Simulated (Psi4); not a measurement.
# AlBH6 (H2Al(BH4)): wB97X-D/6-31G(d) (spherical functions, sweep point 8)

What is the vertical electron affinity of AlBH6 (H2Al(BH4)) at wB97X-D/6-31G* (spherical functions, sweep point 8)? Input form: a Python script.

The calculation is run with Psi4 1.11.

4 further runs of the same task are left out: 4 set aside as unsound or not needed.

## (1) The structure to begin with

AlBH6 has 8 atoms, charge 0, and is taken as a singlet. The shape comes from GFN2-xTB, which is rough for such elements, and wasn't checked as a minimum.

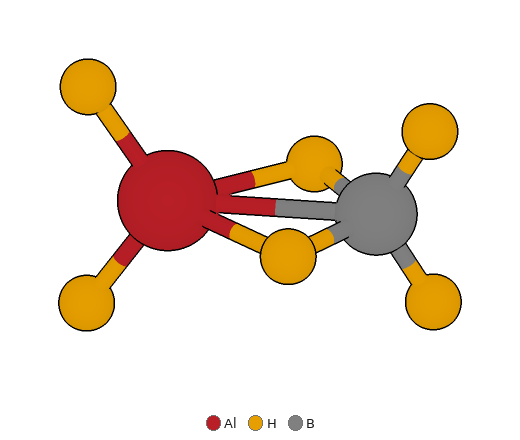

Viewed from a chosen angle; aluminium red, hydrogen amber, boron grey.

## (2) The energy at wB97X-D/6-31G(d) (spherical functions, sweep point 8)

File albh6.py:

```python
import psi4

psi4.set_memory(1600000000)
psi4.set_num_threads(1)
psi4.core.set_output_file('run.log', False)

geom = psi4.geometry("""
Al    -0.872330    -0.514150    -0.478720
H      0.096830     0.945450    -0.494590
B      0.854410     0.502140     0.466870
H      0.387400    -0.681460     0.733140
H     -0.754240    -1.432160    -1.724810
H     -2.325190    -0.376490     0.049730
H      0.669960     1.182470     1.410950
H      1.943150     0.374200     0.037420
symmetry c1
""")

psi4.set_options({
    'basis': '6-31G*',
    'puream': True,
    'scf_type': 'pk',
    'dft_radial_points': 250,
    'dft_spherical_points': 1202,
})

e, wfn = psi4.energy('wb97x-d', return_wfn=True)
print(f'wb97x-d energy: {e:.10f} Eh')
```

Launch:

```sh
$ python albh6.py
```

run.log:

```text
[...]
  Running in c1 symmetry.
[...]
  Nuclear repulsion =   50.055727267243114
[...]
  Multiplicity = 1
[...]
  Nalpha       = 12
  Nbeta        = 12
[...]
    Number of basis functions: 44
[...]
   @RKS iter   1:  -270.79473077843608   -6.56144e-01   5.13042e-03 DIIS/ADIIS
[...]
   @RKS iter   7:  -270.83128941873531   -3.73603e-09   1.89557e-07 DIIS
[...]
    Orbital Energies [Eh]
    ---------------------
    Doubly Occupied:
       1A    -56.205987     2A     -6.838510     3A     -4.272413
       4A     -2.814724     5A     -2.809919     6A     -2.807678
       7A     -0.691188     8A     -0.507445     9A     -0.469185
      10A     -0.434522    11A     -0.434190    12A     -0.388943
[...]
  @RKS Final Energy:  -270.83128941873531
   => Energetics <=
    Nuclear Repulsion Energy =             50.0557272672431139
    One-Electron Energy =                -472.4490966279895474
    Two-Electron Energy =                 169.1240981419255149
    DFT Exchange-Correlation Energy =     -17.5597025614895017
    Empirical Dispersion Energy =          -0.0023156384248607
    VV10 Nonlocal Energy =                  0.0000000000000000
    Total Energy =                       -270.8312894187353095
[...]
 Multipole Moments:
 ------------------------------------------------------------------------------------
     Multipole            Electronic (a.u.)      Nuclear  (a.u.)        Total (a.u.)
 ------------------------------------------------------------------------------------
 L = 1.  Multiply by 2.5417464519 to convert [e a0] to [Debye]
 Dipole X            :         -1.4017456            1.2107080           -0.1910376
 Dipole Y            :         -0.8335930            0.7175640           -0.1160291
 Dipole Z            :         -0.7814921            0.6699384           -0.1115537
 Magnitude           :                                                    0.2498046
[...]
```

The script printed:

```text
wb97x-d energy: -270.8312894187 Eh
```

It took 21 s on 1 thread of AMD EPYC 9B45 (Zen 5), shared host; peak memory 1.3 GiB.

## (3) The doublet anion

File albh6.py:

```python
import psi4

psi4.set_memory('1600 MB')
psi4.set_num_threads(1)
psi4.set_output_file('run.log', False)

molecule = psi4.geometry("""
-1 2
Al    -0.872330    -0.514150    -0.478720
H      0.096830     0.945450    -0.494590
B      0.854410     0.502140     0.466870
H      0.387400    -0.681460     0.733140
H     -0.754240    -1.432160    -1.724810
H     -2.325190    -0.376490     0.049730
H      0.669960     1.182470     1.410950
H      1.943150     0.374200     0.037420
symmetry c1
""")

psi4.set_options({
    'basis': '6-31G*',
    'reference': 'uks',
    'puream': True,
    'scf_type': 'pk',
    'dft_radial_points': 250,
    'dft_spherical_points': 1202,
    'maxiter': 150,
})

energy_value, wavefunction = psi4.energy('wb97x-d', return_wfn=True)
print(f'wb97x-d energy: {energy_value:.10f} Eh')
```

Launch:

```sh
$ python albh6.py
```

run.log:

```text
[...]
  Running in c1 symmetry.
[...]
  Nuclear repulsion =   50.055727267243114
[...]
  Multiplicity = 2
[...]
  Nalpha       = 13
  Nbeta        = 12
[...]
    Number of basis functions: 44
[...]
   @UKS iter   1:  -270.72496066384406   -5.86374e-01   7.07595e-03 ADIIS/DIIS
[...]
   @UKS iter   9:  -270.80788775615832   -6.95405e-09   2.70893e-07 DIIS
[...]
   @S^2 Observed:                7.541145203E-01
[...]
    Orbital Energies [Eh]
    ---------------------
    Alpha Occupied:
       1A    -55.961845     2A     -6.631100     3A     -4.030960
       4A     -2.571335     5A     -2.569880     6A     -2.567814
       7A     -0.488443     8A     -0.310003     9A     -0.269705
      10A     -0.246985    11A     -0.232832    12A     -0.179882
      13A      0.030355
    Alpha Virtual:
      14A      0.262247    15A      0.295223    16A      0.304422
      17A      0.343890    18A      0.373610    19A      0.375526
      20A      0.379581    21A      0.485164    22A      0.489130
      23A      0.522309    24A      0.543937    25A      0.657062
[...]
  @UKS Final Energy:  -270.80788775615832
   => Energetics <=
    Nuclear Repulsion Energy =             50.0557272672431139
    One-Electron Energy =                -477.6651746134432415
    Two-Electron Energy =                 174.4507953547643240
    DFT Exchange-Correlation Energy =     -17.6469201262976654
    Empirical Dispersion Energy =          -0.0023156384248607
    VV10 Nonlocal Energy =                  0.0000000000000000
    Total Energy =                       -270.8078877561583226
[...]
 Multipole Moments:
 ------------------------------------------------------------------------------------
     Multipole            Electronic (a.u.)      Nuclear  (a.u.)        Total (a.u.)
 ------------------------------------------------------------------------------------
 L = 1.  Multiply by 2.5417464519 to convert [e a0] to [Debye]
 Dipole X            :         -0.7157872            1.2107080            0.4949208
 Dipole Y            :         -0.4353853            0.7175640            0.2821787
 Dipole Z            :         -0.4060741            0.6699384            0.2638643
 Magnitude           :                                                    0.6278501
[...]
```

On the terminal:

```text
wb97x-d energy: -270.8078877562 Eh
```

Wall time 38 s (1 thread of AMD EPYC 9B45 (Zen 5), shared host); peak memory 1.4 GiB.

## (4) What came out

Level: wB97X-D/6-31G* (spherical functions, sweep point 8).

| quantity | value |
| --- | --- |
| singlet AlBH6: total energy | -270.83129 Eh |
| singlet AlBH6: dipole moment | 0.63 D |
| singlet AlBH6: HOMO energy | -10.58 eV |
| singlet AlBH6: LUMO energy | 0.52 eV |
| singlet AlBH6: HOMO–LUMO gap | 11.11 eV |
| singlet AlBH6: dispersion energy | -6.08 kJ/mol |
| doublet anion: total energy | -270.80789 Eh |
| doublet anion: HOMO energy (highest over α and β) | 0.83 eV |
| doublet anion: LUMO energy (lowest over α and β) | 5.93 eV |
| doublet anion: dispersion energy | -6.08 kJ/mol |
| doublet anion: ⟨S²⟩ | 0.754 |
| vertical electron affinity (to the doublet anion) | -0.637 eV |

In words: The anion lies 0.64 eV (61.4 kJ/mol) above the neutral: the electron isn't bound at this level, and such a value depends on the basis. Without diffuse functions anions come out too high. The HOMO (doublet anion) lies at positive energy, 0.83 eV; only total energies tell whether the electron is bound.
